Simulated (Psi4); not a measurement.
**C2H7Si (SMILES C[SiH]C) at 4 levels**

Aim: a comparison of 4 runs (UHF/STO-3G, UB3LYP/6-31G*, UHSE06/6-311+G**) of C2H7Si. 

Program for the calculation: Psi4 1.11.

1 further run of the same task is left out (set aside as unsound or not needed).

### Step 1. The molecule

C2H7Si: 10 atoms, total charge 0, spin state doublet. As SMILES, `C[SiH]C`. The C3–H9 distance was set to 1.638 Å, away from the relaxed value. At this shape a bond of the SMILES string is far longer than usual.

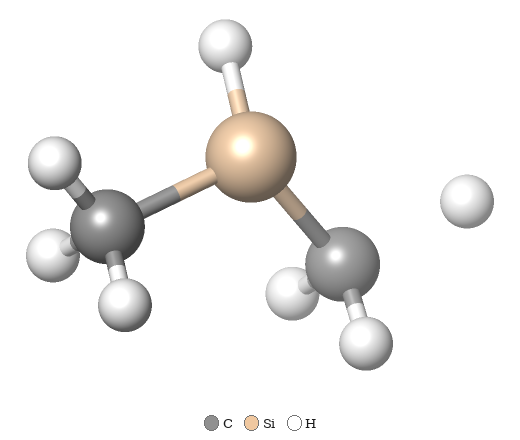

Viewed from a chosen angle; carbon grey, silicon light orange, hydrogen white.

### Step 2. Energy and gradient at UHF/STO-3G (run 1)

c2h7si.py reads:

```python
import psi4

psi4.set_memory(1600000000)
psi4.set_num_threads(1)
psi4.core.set_output_file('run.log', False)

molecule = psi4.geometry("""
0 2
C     -1.546863     0.739650    -1.133107
Si     0.097937     0.687050    -0.230607
C      0.263437    -0.852650     0.829893
H     -1.655263    -0.133050    -1.785907
H     -1.626963     1.635950    -1.751407
H     -2.380663     0.738550    -0.427307
H      1.225537     0.762650    -1.209107
H     -0.525063    -0.894350     1.584893
H      1.708100    -0.884600     1.600600
H      0.188737    -1.754350     0.212693
symmetry c1
no_reorient
no_com
""")

options = {'basis': 'STO-3G', 'reference': 'uhf', 'puream': True, 'e_convergence': 1e-09, 'd_convergence': 1e-08, 'scf_type': 'pk', 'maxiter': 100}
psi4.set_options(options)

e, wfn = psi4.gradient("hf", return_wfn=True)
psi4.oeprop(wfn, "WIBERG_LOWDIN_INDICES", "MAYER_INDICES", "LOWDIN_CHARGES")
print('gradient / Eh bohr^-1')
print(e.np.round(6))
print(f'energy = {wfn.energy():.10f} Eh')
for k, v in sorted(psi4.core.scalar_variables().items()):
    print(f'{k:45s} {v:18.10f}')
```

Run with:

```sh
$ python c2h7si.py
```

run.log:

```text
[...]
  Running in c1 symmetry.
[...]
  Nuclear repulsion =  103.775394697532178
[...]
  Multiplicity = 2
[...]
  Nalpha       = 17
  Nbeta        = 16
[...]
    Number of basis functions: 26
[...]
   @UHF iter   1:  -364.32796238937624   -3.16614e+00   3.48745e-03 DIIS/ADIIS
[...]
   @UHF iter  17:  -364.33820250847037   -3.41061e-13   3.26328e-09 DIIS
[...]
   @S^2 Observed:                7.517830538E-01
[...]
    Orbital Energies [Eh]
    ---------------------
    Alpha Occupied:
       1A    -67.926481     2A    -10.997063     3A    -10.984236
       4A     -5.922944     5A     -3.960086     6A     -3.942074
       7A     -3.941764     8A     -0.900179     9A     -0.849839
      10A     -0.618085    11A     -0.524655    12A     -0.512736
      13A     -0.503098    14A     -0.414478    15A     -0.386089
      16A     -0.335184    17A     -0.225860
    Alpha Virtual:
      18A      0.336715    19A      0.518364    20A      0.545210
      21A      0.565117    22A      0.720466    23A      0.731718
      24A      0.748102    25A      0.753832    26A      0.762728
[...]
  @UHF Final Energy:  -364.33820250847037
   => Energetics <=
    Nuclear Repulsion Energy =            103.7753946975321782
    One-Electron Energy =                -710.7582503699181871
    Two-Electron Energy =                 242.6446531639156206
    Total Energy =                       -364.3382025084703741
  UHF NO Occupations:
  HONO-2 :   15  A 1.9997493
  HONO-1 :   16  A 1.9996808
[...]
 Multipole Moments:
 ------------------------------------------------------------------------------------
     Multipole            Electronic (a.u.)      Nuclear  (a.u.)        Total (a.u.)
 ------------------------------------------------------------------------------------
 L = 1.  Multiply by 2.5417464519 to convert [e a0] to [Debye]
 Dipole X            :         17.6017043          -17.7540072           -0.1523029
 Dipole Y            :        -15.6608421           15.8954313            0.2345892
 Dipole Z            :         12.9718200          -12.8942136            0.0776063
 Magnitude           :                                                    0.2902603
[...]
  -Total Gradient:
     Atom            X                  Y                   Z
    ------   -----------------  -----------------  -----------------
       1       -0.000026922843     0.008195503893     0.002223995892
       2       -0.030157495035    -0.014569609092     0.011963642039
       3       -0.118923083333     0.002055022575    -0.055760762820
       4        0.002456169920    -0.008892984482    -0.004535566681
       5       -0.000122536653     0.007097288340    -0.004589792290
       6       -0.005448602427    -0.000041656681     0.006931393748
       7        0.026776527138     0.005675576716    -0.019365999108
       8       -0.009858166312     0.002256191310    -0.002733968174
       9        0.143387221839    -0.001618154056     0.075416804525
      10       -0.008083112294    -0.000157178522    -0.009549747132
[...]
```

Standard output:

```text
gradient / Eh bohr^-1
[[-2.70000e-05  8.19600e-03  2.22400e-03]
 [-3.01570e-02 -1.45700e-02  1.19640e-02]
 [-1.18923e-01  2.05500e-03 -5.57610e-02]
 [ 2.45600e-03 -8.89300e-03 -4.53600e-03]
 [-1.23000e-04  7.09700e-03 -4.59000e-03]
 [-5.44900e-03 -4.20000e-05  6.93100e-03]
 [ 2.67770e-02  5.67600e-03 -1.93660e-02]
 [-9.85800e-03  2.25600e-03 -2.73400e-03]
 [ 1.43387e-01 -1.61800e-03  7.54170e-02]
 [-8.08300e-03 -1.57000e-04 -9.55000e-03]]
energy = -364.3382025085 Eh
CURRENT ENERGY                                   -364.3382025085
CURRENT REFERENCE ENERGY                         -364.3382025085
DD SOLVATION ENERGY                                 0.0000000000
HF KINETIC ENERGY                                 359.9925872532
HF POTENTIAL ENERGY                              -724.3307897617
HF TOTAL ENERGY                                  -364.3382025085
HF VIRIAL RATIO                                     2.0120714020
NUCLEAR REPULSION ENERGY                          103.7753946975
ONE-ELECTRON ENERGY                              -710.7582503699
PCM POLARIZATION ENERGY                             0.0000000000
PE ENERGY                                           0.0000000000
SCF ITERATION ENERGY                             -364.3382025085
SCF ITERATIONS                                     17.0000000000
SCF TOTAL ENERGY                                 -364.3382025085
TWO-ELECTRON ENERGY                               242.6446531639
```

It took 1.3 s on 1 thread of AMD EPYC 9R45 (Zen 5), shared host; peak memory 0.18 GiB.

### Step 3. Energy and forces at UB3LYP/6-31G(d) (spherical functions) (run 2)

c2h7si.py reads:

```python
import psi4

psi4.set_memory(1600000000)
psi4.set_num_threads(1)
psi4.core.set_output_file('output.dat', False)

mol = psi4.geometry("""
0 2
C
Si 1 1.87687
C 2 1.876893 1 111.83666
H 1 1.095219 2 110.54953 3 -59.68466
H 1 1.091817 4 108.01895 2 121.72164
H 1 1.092418 5 108.10225 4 -116.61012
H 2 1.494878 1 110.17397 5 -56.69881
H 3 1.092472 2 110.98711 7 177.03614
H 3 1.6377 8 108.1019 2 122.05321
H 3 1.095253 8 107.98665 9 116.63161
symmetry c1
""")

psi4.set_options({
    'basis': '6-31G*',
    'reference': 'uks',
    'puream': True,
    'e_convergence': 1e-09,
    'd_convergence': 1e-08,
    'scf_type': 'pk',
    'dft_radial_points': 99,
    'dft_spherical_points': 590,
    'maxiter': 100,
})

energy_value, wavefunction = psi4.gradient('b3lyp', molecule=mol, return_wfn=True)
print('gradient / Eh bohr^-1')
print(energy_value.np.round(6))
print(f'energy = {wavefunction.energy():.10f} Eh')
for k, v in sorted(psi4.core.scalar_variables().items()):
    print(f'{k:45s} {v:18.10f}')
```

Run with:

```sh
$ python c2h7si.py
```

output.dat, cut to the lines that bear on the results:

```text
[...]
  Running in c1 symmetry.
[...]
  Nuclear repulsion =  103.775385389327283
[...]
  Multiplicity = 2
[...]
  Nalpha       = 17
  Nbeta        = 16
[...]
    Number of basis functions: 60
[...]
   @UKS iter   1:  -369.39776018127736   -3.24979e-01   1.41174e-02 ADIIS/DIIS
[...]
   @UKS iter  13:  -369.80755756679127   -2.41585e-11   9.81514e-09 DIIS
[...]
   @S^2 Observed:                7.511944716E-01
[...]
  @UKS Final Energy:  -369.80755756679127
   => Energetics <=
    Nuclear Repulsion Energy =            103.7753853893272833
    One-Electron Energy =                -713.8505466435437938
    Two-Electron Energy =                 267.9457464197894865
    DFT Exchange-Correlation Energy =     -27.6781427323642681
    Empirical Dispersion Energy =           0.0000000000000000
    VV10 Nonlocal Energy =                  0.0000000000000000
    Total Energy =                       -369.8075575667912744
[...]
 Multipole Moments:
 ------------------------------------------------------------------------------------
     Multipole            Electronic (a.u.)      Nuclear  (a.u.)        Total (a.u.)
 ------------------------------------------------------------------------------------
 L = 1.  Multiply by 2.5417464519 to convert [e a0] to [Debye]
 Dipole X            :         -0.9799240            0.9887151            0.0087910
 Dipole Y            :          1.9865795           -2.2488123           -0.2622329
 Dipole Z            :          0.6443976           -1.0751489           -0.4307513
 Magnitude           :                                                    0.5043709
[...]
  -Total Gradient:
     Atom            X                  Y                   Z
    ------   -----------------  -----------------  -----------------
       1       -0.000184146237     0.002598147768     0.004339897283
       2        0.001083095129    -0.009063130608    -0.012547814629
       3       -0.000595242242    -0.000391991372    -0.066744700113
       4       -0.001585568999     0.000807580398     0.001925014655
       5        0.000057055639    -0.002129184378     0.000563988362
       6        0.001516816633     0.000663906735     0.001699075509
       7       -0.000651850041    -0.000233106304     0.000184115591
       8        0.002045908485     0.002363357746    -0.009105252292
       9        0.000531716703     0.002732008206     0.089340604681
      10       -0.002219514942     0.002650973061    -0.009660976501
[...]
```

The script printed:

```text
gradient / Eh bohr^-1
[[-1.8400e-04  2.5980e-03  4.3400e-03]
 [ 1.0830e-03 -9.0630e-03 -1.2548e-02]
 [-5.9500e-04 -3.9200e-04 -6.6745e-02]
 [-1.5860e-03  8.0800e-04  1.9250e-03]
 [ 5.7000e-05 -2.1290e-03  5.6400e-04]
 [ 1.5170e-03  6.6400e-04  1.6990e-03]
 [-6.5200e-04 -2.3300e-04  1.8400e-04]
 [ 2.0460e-03  2.3630e-03 -9.1050e-03]
 [ 5.3200e-04  2.7320e-03  8.9341e-02]
 [-2.2200e-03  2.6510e-03 -9.6610e-03]]
energy = -369.8075575668 Eh
CURRENT ENERGY                                   -369.8075575668
CURRENT REFERENCE ENERGY                         -369.8075575668
DD SOLVATION ENERGY                                 0.0000000000
DFT FUNCTIONAL TOTAL ENERGY                      -369.8075575668
DFT TOTAL ENERGY                                 -369.8075575668
DFT VV10 ENERGY                                     0.0000000000
DFT XC ENERGY                                     -27.6781427324
GRID ELECTRONS ALPHA                               17.0000015740
GRID ELECTRONS BETA                                16.0000007574
GRID ELECTRONS TOTAL                               33.0000023314
NUCLEAR REPULSION ENERGY                          103.7753853893
ONE-ELECTRON ENERGY                              -713.8505466435
PCM POLARIZATION ENERGY                             0.0000000000
PE ENERGY                                           0.0000000000
SCF ITERATION ENERGY                             -369.8075575668
SCF ITERATIONS                                     13.0000000000
SCF TOTAL ENERGY                                 -369.8075575668
TWO-ELECTRON ENERGY                               267.9457464198
XC GRID RADIAL POINTS                              99.0000000000
XC GRID SPHERICAL POINTS                          590.0000000000
XC GRID TOTAL POINTS                           554893.0000000000
```

Wall time 19 s (1 thread of AMD EPYC 9R45 (Zen 5), shared host); peak memory 1.1 GiB.

Run 3 isn't shown in full; the table further down has it.

### Step 4. Energy and forces at UHSE06/6-311+G(d,p) (run 4)

input.json reads:

```json
{
  "schema_name": "qcschema_input",
  "schema_version": 1,
  "molecule": {
    "schema_name": "qcschema_molecule",
    "schema_version": 2,
    "symbols": ["C", "Si", "C", "H", "H", "H", "H", "H", "H", "H"],
    "geometry": [-2.92314742, 1.39773593, -2.1412619, 0.18507411, 1.29833633, -0.43578407, 0.49782378, -1.61127498, 1.56827048, -3.12799373, -0.25142806, -3.37487511, -3.07451448, 3.09149745, -3.30967956, -4.49880107, 1.39565723, -0.8074932, 2.31592929, 1.44119963, -2.28488109, -0.99222527, -1.69007656, 2.99501371, 3.22784119, -1.67165173, 3.02469564, 0.35666124, -3.31524103, 0.40193152],
    "molecular_charge": 0,
    "molecular_multiplicity": 2,
    "fix_symmetry": "c1"
  },
  "driver": "gradient",
  "model": {
    "method": "hse06",
    "basis": "6-311+G**"
  },
  "keywords": {
    "reference": "uks",
    "puream": true,
    "e_convergence": 1e-09,
    "d_convergence": 1e-08,
    "scf_type": "pk",
    "dft_radial_points": 99,
    "dft_spherical_points": 590,
    "maxiter": 100,
    "scf_properties": ["WIBERG_LOWDIN_INDICES", "MULLIKEN_CHARGES", "LOWDIN_CHARGES"]
  }
}
```

Run with:

```sh
$ psi4 --qcschema input.json -n 1 --memory 1600MB
```

stdout, cut to the lines that bear on the results:

```text
[...]
  Running in c1 symmetry.
[...]
  Nuclear repulsion =  103.775394763378657
[...]
  Multiplicity = 2
[...]
  Nalpha       = 17
  Nbeta        = 16
[...]
    Number of basis functions: 116
[...]
   @UKS iter   1:  -369.04246309981414   -1.59374e-01   9.12461e-03 ADIIS/DIIS
[...]
   @UKS iter  14:  -369.63072207379616   -1.50067e-11   4.91289e-09 DIIS
[...]
   @S^2 Observed:                7.518624853E-01
[...]
  @UKS Final Energy:  -369.63072207379616
   => Energetics <=
    Nuclear Repulsion Energy =            103.7753947633786566
    One-Electron Energy =                -713.8966253886112554
    Two-Electron Energy =                 266.7775732895678971
    DFT Exchange-Correlation Energy =     -26.2870647381315266
    Empirical Dispersion Energy =           0.0000000000000000
    VV10 Nonlocal Energy =                  0.0000000000000000
    Total Energy =                       -369.6307220737961643
[...]
 Multipole Moments:
[...]
  Mulliken Charges: (a.u.)
   Center  Symbol    Alpha    Beta     Spin     Total
       1     C     3.34392  3.39649 -0.05257 -0.74041
       2    SI     7.29623  6.23468  1.06156  0.46909
       3     C     3.31040  3.36248 -0.05208 -0.67288
       4     H     0.42073  0.39417  0.02656  0.18511
       5     H     0.40418  0.40582 -0.00163  0.19000
       6     H     0.40677  0.40891 -0.00214  0.18432
       7     H     0.55246  0.55535 -0.00289 -0.10781
       8     H     0.40212  0.40378 -0.00166  0.19410
       9     H     0.44906  0.44835  0.00070  0.10259
      10     H     0.41413  0.38998  0.02414  0.19589
[...]
  -Total Gradient:
     Atom            X                  Y                   Z
    ------   -----------------  -----------------  -----------------
       1        0.002355754898     0.002275003949    -0.000494835881
       2       -0.009148828500    -0.003908792460    -0.002225230107
       3       -0.060478409231    -0.000235434013    -0.031529420826
       4        0.000522026239     0.000340458500     0.000699172867
       5       -0.000449927215    -0.000722350978     0.000158679032
       6        0.000906969969    -0.000181805733     0.000060166991
       7       -0.000058851726    -0.000134278475     0.000347656649
       8       -0.006698290945     0.000936647254    -0.005968391417
       9        0.081398429851    -0.000809402564     0.042837047030
      10       -0.008359455195     0.002432331103    -0.003886350766
[...]
```

Run time: 73 s. Hardware: 1 thread of AMD EPYC 9R45 (Zen 5), shared host; peak memory 0.88 GiB.

### Step 5. The series

| run | level | integration grid | Cartesian functions | energy (Eh) | dipole moment (D) | HOMO energy (eV) | LUMO energy (eV) | wall time |
| --- | --- | --- | --- | --- | --- | --- | --- | --- |
| 1 | UHF/STO-3G | – | no | -364.338203 | 0.74 | -6.15 | 6.61 | 1.3 s |
| 2 | UB3LYP/6-31G* (spherical functions) | 99 radial × 590 angular | no | -369.807558 | 1.28 | -5.15 | -2.02 | 19 s |
| 3 | UB3LYP/6-31G* (Cartesian functions) | 99 radial × 590 angular | yes | -369.810805 | 1.28 | -5.15 | -2.02 | 20 s |
| 4 | UHSE06/6-311+G** | 99 radial × 590 angular | no | -369.630722 | 1.13 | -5.21 | -2.21 | 73 s |

### Step 6. Results

```
                                 quantity          value
                      run 4: total energy  -369.63072 Eh
                     run 4: dipole moment         1.13 D
run 4: HOMO energy (highest over α and β)       -5.21 eV
 run 4: LUMO energy (lowest over α and β)       -2.21 eV
                              run 4: ⟨S²⟩          0.752
          run 4: largest force on an atom     4.730 eV/Å
```

**Reading.** The dipole moment (its size) runs from 0.74 D (UHF/STO-3G) to 1.28 D (UB3LYP/6-31G*). The two ends differ in method and basis. Totals of different functionals can't be ranked against each other. In run 1 the basis is minimal, so the values are rough. All runs together took 1.9 min, the longest 73 s.
